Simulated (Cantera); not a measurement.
Input: 1 mol CH3SiH3, a varied amount of HCl, 1.2 mol H2, held at 2202 °C and 27.8 Torr.

Method: chemical equilibrium by Gibbs-energy minimisation in Cantera with the NASA 1993 tables (ideal gas, pure condensed phases). Candidate condensed phases: C, C6H6, C7H8, C8H18, Si, SiC; 109 gas species. The feed counts by its element totals alone. The tables' values for SiCl, SiCl3 are old estimates; treat these amounts as uncertain. Gases not in the tables: Si2H6 and higher silanes. Rates play no part.

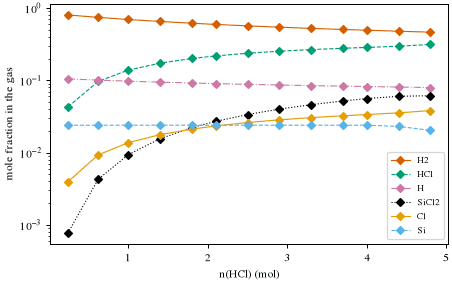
*Equilibrium gas composition (values under 1e-9 drawn at 1e-9)*

From 0.24 mol HCl to 4 mol HCl the condensed part is C(graphite) + SiC(s). From 4.4 mol HCl to 4.8 mol HCl the condensed part is C(graphite). The main Si-bearing gas is Si at 0.24 mol HCl and SiCl2 at 4.8 mol HCl.
